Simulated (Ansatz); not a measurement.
# Pressure series in hypothetical Pm-3m TaN

The parent structure is TaN (space group Pm-3m, No. 221; a = 4.213 Å; a hypothetical phase, not in the database extracts checked).

Cell and atoms are relaxed at each pressure.

Calculations: PBEsol (Ansatz, a program for electronic structure, PAW, no spin-orbit coupling).

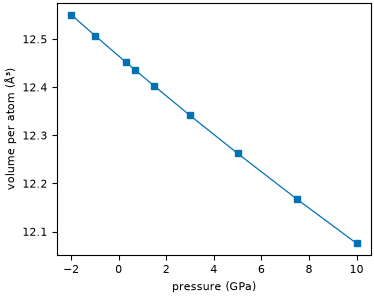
*Volume against pressure*

### Question
Estimate the zero-pressure bulk modulus from the plot.

### Answer
About 300 GPa; a third-order Birch–Murnaghan fit to the points gives V₀ = 12.46 Å³/atom, B₀ = 295 GPa and B₀′ = 4.1.

Load acts through the strain it causes; cell and atoms are relaxed under it. Stability against distortions was not tested. No other phases were tried under pressure. All final runs are without spin polarisation.
